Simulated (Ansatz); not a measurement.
## Y (P6_3/mmc): Drude plasma energy along x against volume

The cell of Y (P6_3/mmc) is scaled evenly and the response computed anew at each volume, on one mesh. x, y and z are the Cartesian axes of the input cell.

Symmetry: P6_3/mmc, No. 194, hexagonal system. The conventional cell has a = 3.647 Å, b = 3.647 Å, c = 5.731 Å, α = 90.00°, β = 90.00°, γ = 120.00°. Y on site c is surrounded by 12 Y at 3.56 to 3.65 Å.

Method: Ansatz 0.2.0, r2SCAN, independent particles, k-mesh 15×15×7 with interpolation inside its cells, Gaussian parameter 0.1 eV.

Launch of the response step: `ansatz run input.yaml --threads 4 --pin off --max-ram 8192MiB --backend cpu --events-out ev --progress --plain --runs-dir out`. The series took 13.2 min in all, on 4 threads of Intel(R) Xeon(R) Processor @ 2.50GHz (Skylake/Cascade Lake) (shared host).

| V/V₀ | V (Å³, primitive cell) | Drude plasma energy along x (eV) |
| --- | --- | --- |
| 0.94 | 62.06 | 3.444 |
| 0.96 | 63.38 | 3.359 |
| 0.98 | 64.70 | 3.279 |
| 1.00 | 66.02 | 3.204 |
| 1.02 | 67.34 | ? |
| 1.04 | 68.66 | 3.065 |
| 1.06 | 69.98 | 3.001 |

For small changes the quantity should be close to linear in ln V.

Working, on the rows shown:

| x = ln(V/V₀) | y = Drude plasma energy along x |
| --- | --- |
| -0.0618754 | 3.444 |
| -0.040822 | 3.359 |
| -0.0202027 | 3.279 |
| 0 | 3.204 |
| 0.0392207 | 3.065 |
| 0.0582689 | 3.001 |

Means: x̄ = -0.0042351, ȳ = 3.2253. Σ(x − x̄)(y − ȳ) = -0.03943, Σ(x − x̄)² = 0.01073. Slope = -0.03943 / 0.01073 = -3.675; intercept = ȳ − slope · x̄ = 3.2098. The line misses the rows shown by at most 0.0068 eV.

Task: What does the fit predict for the withheld row, and how well does it do?

Result: At x = 0.019803 the line gives y = 3.137 eV. The run gave 3.132 eV, so the interpolation is off by 0.005 eV, 1.1 % of the range in the table.

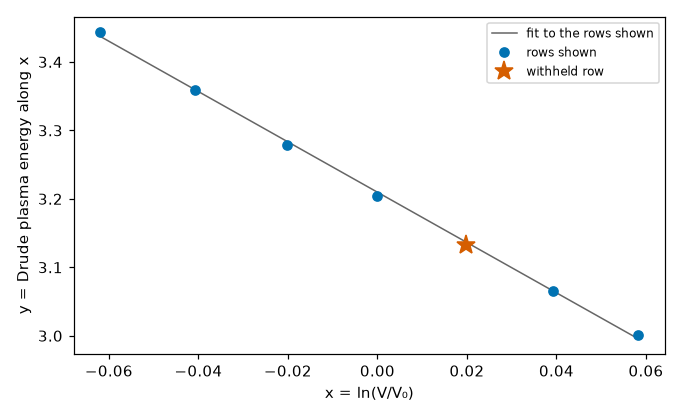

Between the rows on either side of x = 0 the slope is (3.132 − 3.279) / (0.019803 − (-0.020203)) = -3.675. So d ln ωp/d ln V = -1.15; free electrons would give −0.50. The values come from a sum over the points of one k-mesh and carry its error, which is largest for Fermi-surface quantities. Spin-orbit coupling is left out.
